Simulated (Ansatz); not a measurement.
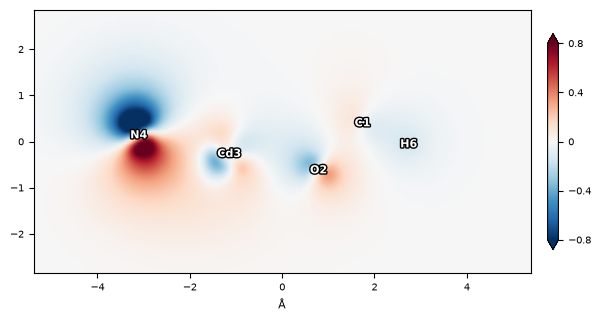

CH$_{5}$CdNO (SMILES C[O][Cd][NH2]). The HOMO−1 on the plane of atoms O2, C1 and H6 (values in Å⁻³ᐟ²; the overall sign is arbitrary).

Geometry: PBE0-D4/def2-TZVP; core potentials replace the inner electrons of Cd.

Method: RKS PBE0-D4/def2-TZVPP in Ansatz 0.2.0.

```tsv
atom	x (Å)	y (Å)	z (Å)
C	-0.8165	-0.0726	1.8960
O	-0.3904	-0.9215	0.8701
Cd	0.3490	-0.2480	-0.8217
N	1.0991	0.4669	-2.5344
H	-0.0123	0.5614	2.2990
H	-1.1864	-0.6874	2.7262
H	-1.6404	0.5929	1.5971
H	0.5534	0.1704	-3.3358
H	2.0445	0.1381	-2.6965
```

**What is the character of this orbital?**

It lies mainly on N4 (about 70 %) and Cd3 (about 15 %); largely a lone pair of N4. Its energy is −7.14 eV.
